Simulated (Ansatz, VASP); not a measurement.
# SnTe in two plane-wave programs

Wanted: the spread between two codes on one cell, functional and k mesh. Valence electrons are named where the data sets of a main pair hold unlike numbers.

Main program and level: Ansatz 0.2.0; plane waves, with VASP 6.6.1 beside it; single point at PBE, band structure at PBE and band structure at PBE, spin-orbit coupling.

### 1. Set-up

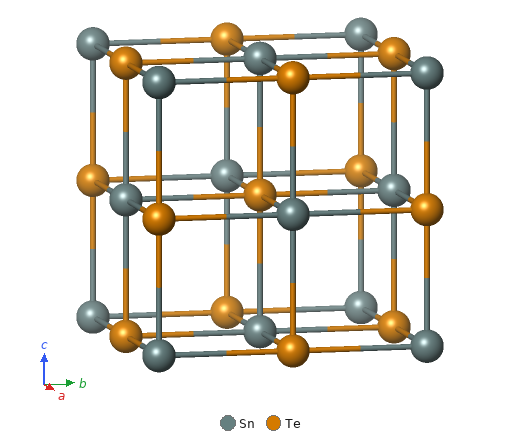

The cell as given, slightly off an axis (tin teal, tellurium orange). This picture shows the conventional cell, with its axes. Some periodic images of atoms are drawn too.

### 2. VASP: single point, PBE

A single point gives forces, pressure and levels at one fixed geometry, so differences don't come from the geometry; what else differs is listed under the comparison.

Lines of VASP's logs that name or quote its potential files are left out, and so is its time.

INCAR

```
SYSTEM = SnTe
PREC = Accurate
ENCUT = 400
EDIFF = 1E-06
NELM = 100
ISMEAR = -1
SIGMA = 0.05
LREAL = .FALSE.
ALGO = Normal
GGA = PE
NBANDS = 16
LORBIT = 11
LWAVE = .FALSE.
LCHARG = .TRUE.
ISIF = 2
LELF = .TRUE.
LVHAR = .TRUE.
```

POSCAR

```
SnTe
1.0
    0.0000000000      3.1565000000      3.1565000000
    3.1565000000      0.0000000000      3.1565000000
    3.1565000000      3.1565000000      0.0000000000
Sn Te
1 1
Direct
    0.0000000000      0.0000000000      0.0000000000
    0.5000000000      0.5000000000      0.5000000000
```

KPOINTS

```
Automatic mesh
0
Gamma
5 5 5
0 0 0
```

Potentials, in the order of the species: Sn_d and Te (PBE family, release 64).

Started as:

```console
> mpirun -np 2 vasp_std
```

Numbers of over 12 decimals in the logs are rounded to 6 here.

What it wrote:

```text
[banner, memory and clock lines left out]
running    2 mpi-ranks, on    1 nodes
 distrk:  each k-point on    2 cores,    1 groups
 distr:  one band on    1 cores,    2 groups

 POSCAR found type information on POSCAR SnTe
 POSCAR found :  2 types and       2 ions
 LDA part: xc-table for (Slater+PW92), standard interpolation
 POSCAR, INCAR and KPOINTS ok, starting setup
 FFT: planning ... GRIDC
 FFT: planning ... GRID_SOFT
 FFT: planning ... GRID
 WAVECAR not read
 entering main loop
       N       E                     dE             d eps       ncg     rms          rms(c)
DAV:   1     0.112868155584E+03    0.11287E+03   -0.85652E+03   336   0.122E+03
DAV:   2     0.164677931566E+01   -0.11122E+03   -0.10799E+03   328   0.302E+02
DAV:   3    -0.736415310626E+01   -0.90109E+01   -0.89892E+01   408   0.834E+01
DAV:   4    -0.759539198770E+01   -0.23124E+00   -0.23117E+00   392   0.142E+01
DAV:   5    -0.760353563494E+01   -0.81436E-02   -0.81436E-02   448   0.235E+00    0.495E+00
DAV:   6    -0.755049255501E+01    0.53043E-01   -0.13091E-01   432   0.248E+00    0.312E+00
DAV:   7    -0.755165426053E+01   -0.11617E-02   -0.52894E-02   376   0.119E+00    0.777E-01
DAV:   8    -0.755165300045E+01    0.12601E-05   -0.75665E-03   408   0.705E-01    0.182E-01
DAV:   9    -0.755178966474E+01   -0.13666E-03   -0.59053E-04   432   0.234E-01    0.322E-02
DAV:  10    -0.755177931956E+01    0.10345E-04   -0.82474E-05   416   0.807E-02    0.181E-02
DAV:  11    -0.755178349552E+01   -0.41760E-05   -0.41245E-05   392   0.526E-02    0.293E-02
DAV:  12    -0.755178348894E+01    0.65825E-08   -0.26993E-06   352   0.120E-02
   1 F= -.75517835E+01 E0= -.75517637E+01  d E =-.396721E-04
```

From OUTCAR (step 2):

```text
ion  position               nearest neighbor table
   1  0.000  0.000  0.000-   2 3.16   2 3.16   2 3.16   2 3.16   2 3.16   2 3.16
   2  0.500  0.500  0.500-   1 3.16   1 3.16   1 3.16   1 3.16   1 3.16   1 3.16

  LATTYP: Found a face centered cubic cell.
 ALAT       =     6.3130000000

 Subroutine GETGRP returns: Found 48 space group operations
 (whereof 48 operations were pure point group operations)

The static configuration has the point symmetry O_h .

 Found     10 irreducible k-points:

   k-points           NKPTS =     10   k-points in BZ     NKDIM =     10   number of bands    NBANDS=     16

   dimension x,y,z NGX =    30 NGY =   30 NGZ =   30
   dimension x,y,z NGXF=    60 NGYF=   60 NGZF=   60

   ENCUT  =  400.0 eV  29.40 Ry    5.42 a.u.   7.28  7.28  7.28*2*pi/ulx,y,z

   NELECT =      20.0000    total number of electrons

 k-points in reciprocal lattice and weights: Automatic mesh
   0.00000000  0.00000000  0.00000000       0.008
   0.20000000  0.00000000  0.00000000       0.064
   0.40000000  0.00000000  0.00000000       0.064
   0.20000000  0.20000000  0.00000000       0.048
   0.40000000  0.20000000  0.00000000       0.192
  -0.40000000  0.20000000  0.00000000       0.192
  -0.20000000  0.20000000  0.00000000       0.096
   0.40000000  0.40000000  0.00000000       0.048
  -0.40000000  0.40000000  0.00000000       0.096
  -0.40000000  0.40000000  0.20000000       0.192

 average (electrostatic) potential at core
       1-100.6629       2 -87.8686

 E-fermi :   6.9889

 k-point     1 :       0.0000    0.0000    0.0000
  band No.  band energies     occupation
    ...
      6      -5.8810      2.00000
      7       2.1841      2.00000
      8       4.7545      2.00000
      9       4.7545      2.00000
     10       4.7545      2.00000
     11      10.2243      0.00000
     12      10.2243      0.00000
     13      10.2243      0.00000
     14      11.6461      0.00000
     15      11.6461      0.00000
    ...

 k-point     2 :       0.2000    0.0000    0.0000
  band No.  band energies     occupation
    ...
      6      -5.5547      2.00000
      7       0.7396      2.00000
      8       4.8188      2.00000
      9       4.8188      2.00000
     10       5.6769      2.00000
     11       8.8857      0.00000
     12       8.8857      0.00000
     13       8.9391      0.00000
     14      11.7482      0.00000
     15      12.4339      0.00000
    ...

 k-point     3 :       0.4000    0.0000    0.0000
  band No.  band energies     occupation
    ...
      6      -4.8024      2.00000
      7      -1.0872      2.00000
      8       5.0293      2.00000
      9       5.0293      2.00000
     10       6.5296      1.99980
     11       7.4609      0.00016
     12       7.4832      0.00010
     13       7.4832      0.00010
     14      13.5533      0.00000
     15      14.5472      0.00000
    ...

  Total        0.7416916      0.7416916      0.7416916      0.0000000     -0.0000000      0.0000000
  in kB       18.8923749     18.8923749     18.8923749      0.0000000     -0.0000000      0.0000000
  external PRESSURE =      18.8923749 kB  Pullay stress =       0.0000000 kB

  energy-cutoff  :      400.00
  volume of cell :       62.90
      direct lattice vectors                 reciprocal lattice vectors
     0.000000000  3.156500000  3.156500000    -0.158403295  0.158403295  0.158403295
     3.156500000  0.000000000  3.156500000     0.158403295 -0.158403295  0.158403295
     3.156500000  3.156500000  0.000000000     0.158403295  0.158403295 -0.158403295

 POSITION                                       TOTAL-FORCE (eV/Angst)
 -----------------------------------------------------------------------------------
      0.00000      0.00000      0.00000        -0.000000      0.000000     -0.000000
      3.15650      3.15650      3.15650         0.000000     -0.000000      0.000000
 -----------------------------------------------------------------------------------
    total drift:                               -0.000000      0.000000      0.000000

  FREE ENERGIE OF THE ION-ELECTRON SYSTEM (eV)
  ---------------------------------------------------
  free  energy   TOTEN  =        -7.5517834889 eV

  energy  without entropy=       -7.5517438168  energy(sigma->0) =       -7.55176365

 total charge
# of ion       s       p       d       tot
------------------------------------------
    1        1.367   0.733   9.984  12.084
    2        1.388   1.962   0.029   3.379
--------------------------------------------------
tot          2.755   2.695  10.013  15.463

[... 3 further parts left out ...]
```

The gap is read on the k-mesh alone, so it is an upper bound where the band edges lie off the mesh.

### 3. Ansatz: single point, PBE

Ansatz runs on its default PAW (the set named soft_2) files.

The same cell, functional, mesh and smearing now go to Ansatz, which takes its cutoff from its data sets.

input.yaml

```yaml
crystal:
  lattice:
    - [0.0, 3.1565, 3.1565]
    - [3.1565, 0.0, 3.1565]
    - [3.1565, 3.1565, 0.0]
  atoms:
    - { symbol: Sn, position: [0.0, 0.0, 0.0] }
    - { symbol: Te, position: [0.5, 0.5, 0.5] }
hamiltonian:
  xc: pbe
  pseudopotentials: { kind: paw }
kpoints:
  mp_grid: { grid: [5, 5, 5] }
scf:
  occupations: { method: fermi_dirac, width: 0.05 }
  n_extra_bands: 4
output:
  forces: true
  stress: true
  eigenvalues: true
  write_density: true
  write_potential: true
  elf: true
  volumetric_format: npy
```

Started as:

```console
> ansatz run input.yaml --threads 2 --pin off --max-ram 4608MiB --backend cpu --events-out ev --progress --plain --runs-dir out
```

What it wrote:

```text
scf.n_extra_bands = 4 over 15 filled bands (N_el = 30.0): the run solves 19 bands
Engine: ansatz 0.2.0, x86_64-unknown-linux-gnu
Pseudopotentials: kind: paw
Pseudopotential: Sn, paw, valence charge 14, recommended cutoff 420 eV (normal), Sn.paw.azcp
Pseudopotential: Te, paw, valence charge 16, recommended cutoff 420 eV (normal), Te.paw.azcp
Functional definition: PBE
  parameter kappa = 0.804
  parameter beta = 0.066725
  exchange = pbe_x(kappa = kappa, mu = beta*pi^2/3)
  correlation = pbe_c(beta = beta)
Crystal: 2 atoms, lattice volume = 62.900 Å³
Basis set: ecut = 420 eV, 1243 PW (Γ), exchange–correlation on 60×60×60 points (8 copies of the dense FFT grid, shifted against one another)
Bands: 19, of which v1, the nominal top of the filled ones, is band 15 counted from 1 (14 counted from 0)
Symmetry: 48 space group operations
Space group: Fm-3m (ITA 225), of the structure as read, at distance tolerance 4.0e-5 Å
k-points: 10 of 125
Non-local potential: Sn, projectors of the file, l = 0: 2, l = 1: 2, l = 2: 2, l = 3: 2
Non-local potential: Te, projectors of the file, l = 0: 2, l = 1: 2, l = 2: 2, l = 3: 2
PAW form: soft (Blöchl's): semilocal exchange-correlation on the pseudo side does not see the compensation charge
PAW one-centre angular grid: Sn, 590 points (default); XC on 64 Gauss nodes
PAW one-centre angular grid: Te, 590 points (default); XC on 64 Gauss nodes
Initial density: superposition of atomic densities (neutral atoms: chi_scale 0, normalization atom), corrected by the library's trained network
Initial wavefunctions: pseudopotential atomic-orbital guess
Functional: x = pbe(κ = 0.804, μ = 0.219515), c = pbe(β = 0.066725)
SCF iter   1: F=—  HF=-13004.734994 eV  |F-HF|=—  |Δ(HF+E_count)|=         —  Δρ=6.98e-4  dr2=2.99e-4  ethr=1.77e-3  ⟨swp⟩=6.1  Hψ=980  notcnv=0
preconditioner: auto → none  [insulator: Δε(μ)=0.923 eV  Ē_g=8.662 eV  σ=0.050 eV  W_gap=1.00  n_scr=14 (ndim 8)  ℏωp=14.8 eV  f_vac=0.009  D(μ)=0.00/eV (n_scr^D=0)  ε∞_Penn≈3.9]
SCF iter   2: F=—  HF=-13004.733394 eV  |F-HF|=—  |Δ(HF+E_count)|=   1.60e-3  Δρ=4.30e-4  dr2=1.24e-4  ethr=9.98e-7  ⟨swp⟩=2.8  Hψ=441  notcnv=0
SCF iter   3: F=—  HF=-13004.733435 eV  |F-HF|=—  |Δ(HF+E_count)|=   4.11e-5  Δρ=1.47e-4  dr2=1.13e-5  ethr=4.12e-7  ⟨swp⟩=2.0  Hψ=290  notcnv=0
SCF iter   4: F=—  HF=-13004.733450 eV  |F-HF|=—  |Δ(HF+E_count)|=   1.49e-5  Δρ=5.07e-5  dr2=1.62e-6  ethr=3.76e-8  ⟨swp⟩=2.0  Hψ=240  notcnv=0
SCF iter   5: F=—  HF=-13004.733450 eV  |F-HF|=—  |Δ(HF+E_count)|=   7.77e-7  Δρ=1.97e-5  dr2=2.43e-7  ethr=5.39e-9  ⟨swp⟩=2.0  Hψ=337  notcnv=0
SCF iter   6: F=-13004.733449 eV  HF=-13004.733449 eV  |F-HF|=1.62e-10  |Δ(HF+E_count)|=   1.70e-7  Δρ=8.47e-7  dr2=1.67e-10  ethr=3.33e-10  ⟨swp⟩=10.3  Hψ=1495  notcnv=0
SCF 1 converged in 6 iterations: F = -13004.733449 eV  dr2 = 1.67e-10
  greatest PAW one-centre occupation: 0.998 electrons in one spin orbital (limit 2), on the Te atom at site 1 (counted from 0), in its partial waves of l = 2
SCF converged after 6 iterations
Free energy (F): -13004.733449 eV
Harris-Foulkes:  -13004.733449 eV  (|F-HF|=1.62e-10)
Internal energy: -13004.733410 eV  (E = F + TS)
E sigma→0 (E₀):  -13004.733430 eV
Entropy (-TS):   -0.000039 eV (-0.020 meV/atom)
Fermi energy:    9.706664 eV
--- Per-component energies (eV) ---
  E_band       = -355.803875
  E_kinetic    = 365.988652
  E_local      = -2160.685508  (includes V_loc(G=0)·N_el)
  E_nonlocal   = -343.043506
  E_hartree    = 1356.540937
  E_xc         = -507.712894
  E_vxc        = -200.931917  (∫ρ·V_xc dr)
  E_paw        = -8795.566896  (= ΣΔE_a)
  E_vpaw       = -730.213603  (= ΣTr[D̂ρ^β])
  E_aug_tail   = -0.000173  (compensation charges beyond the density's cutoff)
  E_ewald      = -2920.254022
  E_smearing   = -0.000039  (= −TS)
  E_closure    = -0.000000  (closes the sum)
  Σ components = -13004.733449   (vs F -13004.733449, Δ=0.00e0)
--- Forces (eV/Å), atoms counted from 1 ---
  atom   1  Sn    -0.00000000     0.00000000    -0.00000000
  atom   2  Te     0.00000000     0.00000000    -0.00000000
  max |Σ_I F_I| component: 2.83e-29 eV/Å
--- Stress (GPa, compression-positive) ---
        1.973140       0.000000       0.000000
        0.000000       1.973140       0.000000
        0.000000       0.000000       1.973140
  P = ⅓ Tr σ = 1.9731 GPa (19.731 kbar)
--- Band table (eV; the first three rows and the last of 10) ---
  k-point 0: bands = [... 11 lower, 4.8984, 7.4709, 7.4709, 7.4709, 12.9422, 12.9422, 12.9422, 14.3861]
  k-point 1: bands = [... 11 lower, 3.4553, 7.5350, 7.5350, 8.3929, 11.6059, 11.6059, 11.6581, 14.4780]
  k-point 2: bands = [... 11 lower, 1.6303, 7.7450, 7.7450, 9.2467, 10.1791, 10.2027, 10.2027, 16.2791]
  k-point 9: bands = [... 11 lower, 2.1324, 5.2118, 5.2939, 8.3713, 10.7558, 13.5826, 13.9960, 15.0077]
```

It took 0.6 s on 2 threads of Intel Xeon Platinum 8375C at 2.90GHz (Ice Lake), shared host; peak memory 0.38 GiB; 1 s of CPU time.

The column dr2 measures how far the density is from self-consistency, as an energy; F and HF (Harris–Foulkes) agree once it is small.

The run ends at a pressure of 1.97 GPa.

### 4. Differences

Known differences besides the potentials themselves: the data sets hold 30 valence electrons in Ansatz (on its default PAW (the set named soft_2) files) and 20 in VASP; the cutoff is 420 eV in Ansatz and 400 eV in VASP; VASP leaves aspherical gradient terms in its spheres out (LASPH is not set), Ansatz keeps them. Total energies have different zeros and are not compared.

Compared:

| quantity | Ansatz | VASP | difference |
| --- | --- | --- | --- |
| pressure (GPa) | 1.97 | 1.89 | +0.08 |
| gap on the k mesh (eV) | 0.920 | 0.919 | +0.001 |

A gap on the mesh is an upper bound, since the band edges may lie between its points. Ansatz's pressure holds a Pulay correction of 0.03 GPa; VASP's holds none.

### 5. Ansatz: band structure, PBE

Levels along a path test the potential and the projectors away from the mesh points.

input.yaml

```yaml
crystal:
  lattice:
    - [0.0, 3.1565, 3.1565]
    - [3.1565, 0.0, 3.1565]
    - [3.1565, 3.1565, 0.0]
  atoms:
    - { symbol: Sn, position: [0.0, 0.0, 0.0] }
    - { symbol: Te, position: [0.5, 0.5, 0.5] }
hamiltonian:
  xc: pbe
  pseudopotentials: { kind: paw }
kpoints:
  mp_grid: { grid: [6, 6, 6] }
  band_path:
    path:
      - [0.0, 0.0, 0.0]
      - [0.16667, 0.0, 0.16667]
      - [0.33333, 0.0, 0.33333]
      - [0.5, 0.0, 0.5]
      - [0.5, 0.08333, 0.58333]
      - [0.5, 0.18333, 0.68333]
      - [0.5, 0.25, 0.75]
      - [0.45, 0.3, 0.75]
      - [0.40833, 0.34167, 0.75]
      - [0.35, 0.35, 0.7]
      - [0.225, 0.225, 0.45]
      - [0.075, 0.075, 0.15]
      - [0.03333, 0.03333, 0.03333]
      - [0.23333, 0.23333, 0.23333]
      - [0.4, 0.4, 0.4]
      - [0.5, 0.5, 0.5]
      - [0.50833, 0.48333, 0.50833]
      - [0.51667, 0.46667, 0.51667]
      - [0.55833, 0.38333, 0.55833]
      - [0.60833, 0.28333, 0.60833]
      - [0.60833, 0.25, 0.64167]
      - [0.55833, 0.25, 0.69167]
      - [0.51667, 0.25, 0.73333]
      - [0.5, 0.3, 0.7]
      - [0.5, 0.38333, 0.61667]
      - [0.5, 0.48333, 0.51667]
      - [0.475, 0.475, 0.55]
      - [0.425, 0.425, 0.65]
      - [0.38333, 0.38333, 0.73333]
      - [0.59167, 0.18333, 0.59167]
      - [0.55, 0.1, 0.55]
      - [0.5, 0.0, 0.5]
    npoints: 1
scf:
  occupations: { method: fermi_dirac, width: 0.05 }
  n_extra_bands: 7
output:
  forces: true
  stress: true
  eigenvalues: true
```

What it wrote:

```text
[...]
Crystal: 2 atoms, lattice volume = 62.900 Å³
Basis set: ecut = 420 eV, 1243 PW (Γ), exchange–correlation on 60×60×60 points (8 copies of the dense FFT grid, shifted against one another)
Bands: 22, of which v1, the nominal top of the filled ones, is band 15 counted from 1 (14 counted from 0)
Symmetry: 48 space group operations
[...]
k-points: 16 of 216
[...]
k-point 0: bands = [... 11 lower, 4.9011, 7.4745, 7.4745, 7.4745, 12.9435, 12.9435, 12.9435, 14.3877, ... 3 higher]
  k-point 1: bands = [... 11 lower, 3.7996, 7.5175, 7.5175, 8.2086, 11.9042, 11.9042, 11.9478, 14.3777, ... 3 higher]
  k-point 2: bands = [... 11 lower, 2.1404, 7.6717, 7.6717, 8.9996, 10.5629, 10.5629, 10.6108, 15.4830, ... 3 higher]
  k-point 15: bands = [... 11 lower, 2.4259, 4.4117, 5.2830, 7.7226, 11.7094, 13.0709, 14.9727, 15.1788, ... 3 higher]
[key lines of the parts left out:]
SCF converged after 6 iterations
Free energy (F): -13004.729702 eV
Fermi energy:    9.659423 eV
P = ⅓ Tr σ = 2.0253 GPa (20.253 kbar)
```

Wall time 1.1 s (2 threads); peak memory 0.39 GiB; 1.9 s of CPU time.

### 6. VASP: band structure, PBE

The same cell, functional, mesh and smearing now go to VASP, with its own data sets.

INCAR

```
SYSTEM = SnTe
PREC = Accurate
ENCUT = 400
EDIFF = 1E-06
NELM = 100
ISMEAR = -1
SIGMA = 0.05
LREAL = .FALSE.
ALGO = Normal
GGA = PE
NBANDS = 22
LORBIT = 11
LWAVE = .FALSE.
LCHARG = .FALSE.
KPAR = 2
```

POSCAR is that of step 2.

KPOINTS

```
Automatic mesh
0
Gamma
6 6 6
0 0 0
```

KPOINTS_OPT

```
Line mode
16
Line-mode
Reciprocal
  0.00000000   0.00000000   0.00000000 GAMMA
  0.50000000   0.00000000   0.50000000 X

  0.50000000   0.00000000   0.50000000 X
  0.50000000   0.25000000   0.75000000 W

  0.50000000   0.25000000   0.75000000 W
  0.37500000   0.37500000   0.75000000 K

  0.37500000   0.37500000   0.75000000 K
  0.00000000   0.00000000   0.00000000 GAMMA

  0.00000000   0.00000000   0.00000000 GAMMA
  0.50000000   0.50000000   0.50000000 L

  0.50000000   0.50000000   0.50000000 L
  0.62500000   0.25000000   0.62500000 U

  0.62500000   0.25000000   0.62500000 U
  0.50000000   0.25000000   0.75000000 W

  0.50000000   0.25000000   0.75000000 W
  0.50000000   0.50000000   0.50000000 L

  0.50000000   0.50000000   0.50000000 L
  0.37500000   0.37500000   0.75000000 K

  0.62500000   0.25000000   0.62500000 U
  0.50000000   0.00000000   0.50000000 X
```

Started as:

```console
> mpirun -np 2 vasp_std
```

What it wrote:

```text
[banner, memory and clock lines left out]
running    2 mpi-ranks, on    1 nodes
[...]
LDA part: xc-table for (Slater+PW92), standard interpolation
 POSCAR, INCAR and KPOINTS ok, starting setup
[...]
entering main loop
       N       E                     dE             d eps       ncg     rms          rms(c)
DAV:   1     0.139627163604E+03    0.13963E+03   -0.76107E+03   748   0.854E+02
DAV:   2     0.767346129640E+01   -0.13195E+03   -0.12556E+03   734   0.302E+02
DAV:   3    -0.713625008382E+01   -0.14810E+02   -0.14720E+02   870   0.778E+01
DAV:   4    -0.758576285200E+01   -0.44951E+00   -0.44933E+00   832   0.141E+01
[...]
DAV:  10    -0.754800203781E+01   -0.11149E-04   -0.10017E-04   842   0.679E-02    0.158E-02
DAV:  11    -0.754800400147E+01   -0.19637E-05   -0.22102E-05   948   0.327E-02    0.185E-02
DAV:  12    -0.754800378830E+01    0.21317E-06   -0.14472E-06   744   0.636E-03
   1 F= -.75480038E+01 E0= -.75468335E+01  d E =-.234049E-02
 Start KPOINTS_OPT (optional k-point list driver)
k-point batch [1-16\160]
       N       E                     dE             ncg
DAV:   1     0.143137375780E+03   -0.42610E+04      750
DAV:   2    -0.193546128417E+04   -0.20786E+04      772
DAV:   3    -0.215337529576E+04   -0.21791E+03      828
DAV:   4    -0.215985850161E+04   -0.64832E+01      860
DAV:   5    -0.216007350298E+04   -0.21500E+00     1000
DAV:   6    -0.216007842765E+04   -0.49247E-02      862
DAV:   7    -0.216007856958E+04   -0.14192E-03     1040
DAV:   8    -0.216007857421E+04   -0.46303E-05      716
DAV:   9    -0.216007857458E+04   -0.37310E-06      610
[...]
k-point batch [145-160\160]
       N       E                     dE             ncg
DAV:   1    -0.462682566291E+02   -0.94256E+04      764
DAV:   2    -0.204958553447E+04   -0.20033E+04      762
DAV:   3    -0.226457767172E+04   -0.21499E+03      850
DAV:   4    -0.227069716087E+04   -0.61195E+01      930
DAV:   5    -0.227090960096E+04   -0.21244E+00      868
DAV:   6    -0.227091492804E+04   -0.53271E-02      978
DAV:   7    -0.227091505902E+04   -0.13098E-03      956
DAV:   8    -0.227091506223E+04   -0.32042E-05      764
DAV:   9    -0.227091506246E+04   -0.23480E-06      592
```

Parts of OUTCAR (step 6):

```text
  Total        0.7814520      0.7814520      0.7814520     -0.0000000      0.0000000     -0.0000000
  in kB       19.9051519     19.9051519     19.9051519     -0.0000000      0.0000000     -0.0000000
  external PRESSURE =      19.9051519 kB  Pullay stress =       0.0000000 kB

  FREE ENERGIE OF THE ION-ELECTRON SYSTEM (eV)
  ---------------------------------------------------
  free  energy   TOTEN  =        -7.5480037883 eV

  energy  without entropy=       -7.5456633028  energy(sigma->0) =       -7.54683355

[... 2 parts as in an earlier step ...]

[... 2 further parts left out ...]
[key lines of the parts left out:]
E-fermi :   6.9415
```

Beside the point of the least direct gap the conduction band falls away, a mark of inverted bands. Without spin-orbit coupling such bands can cross within one step of the path, so this gap is not established and may be zero.

(Continued in part 2 of 2.)

[Lines on the potential files, build, host, timing and source positions are cut from VASP's logs without a mark.]

[Logs are printed without paths, hosts, clocks, repeated set-up lines and the standing remarks that a program may print on its own settings, such as how far it seeks lower states.]

[Hosts, paths, dates, database ids (printed as entryN), source tags and the programs' standing remarks are cut or masked in the printed files.]
